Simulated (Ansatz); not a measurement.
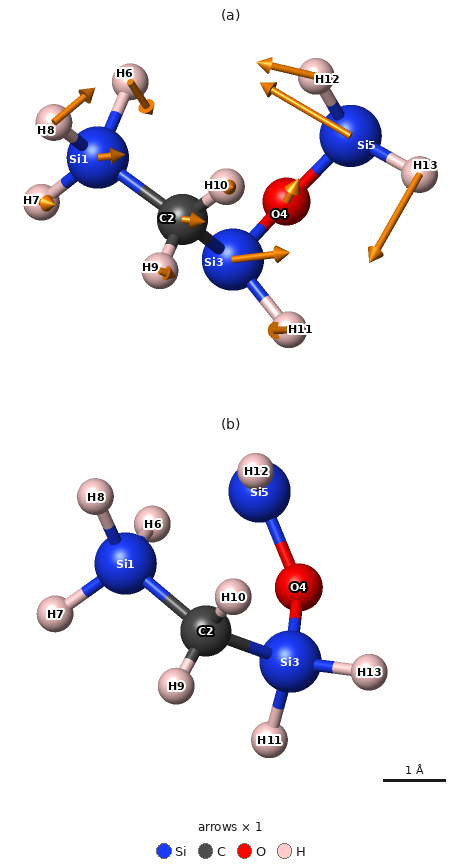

The structure of CH₈OSi₃ before (top) and after (bottom) a relaxation, at one scale. The orange arrows give the displacements, at their true length.

Style: ball-and-stick. Shown at a tilt.

The run prepares an end point of a later path (inversion) calculation, from a guessed geometry.

The calculation used RKS PBE0/def2-SVP (Ansatz). Set-up: no spin polarisation; force threshold 0.015 eV/Å; at most 40 steps.

Question: Summarise the run.

Answer: The relaxation stopped without meeting its thresholds, so the last structure isn't shown to be converged. It used up its limit of 40 steps. Over 35 accepted moves (39 points after the start) the energy falls by 77.7 kcal/mol. Largest force component: 4.4 eV/Å at the start, 0.099 eV/Å at the end. The line search rejected the trial steps at points 30, 31, 34, 38 of the run. The atom that moves furthest after the best rigid fit is H13 (1.86 Å). By element the largest moves are H 1.86 Å, Si 1.78 Å, O 0.47 Å, C 0.39 Å. Among the contacts that change: Si5–H13 1.483 → 3.975 Å, Si5–H6 3.746 → 1.855 Å, Si3–H13 3.368 → 1.493 Å, Si1–Si5 4.342 → 2.987 Å. New bonds form: Si3–H13 (3.37 → 1.49 Å). Bonds break: Si5–H13 (1.48 → 3.98 Å). Among the angles between lasting bonds that change: O4–Si5–H12 113.6° → 98.9°, C2–Si3–O4 120.3° → 107.2°, H6–Si1–H7 109.6° → 99.2°. Groups turn about O4–Si5 by about 85°, Si1–C2 by about 40°.
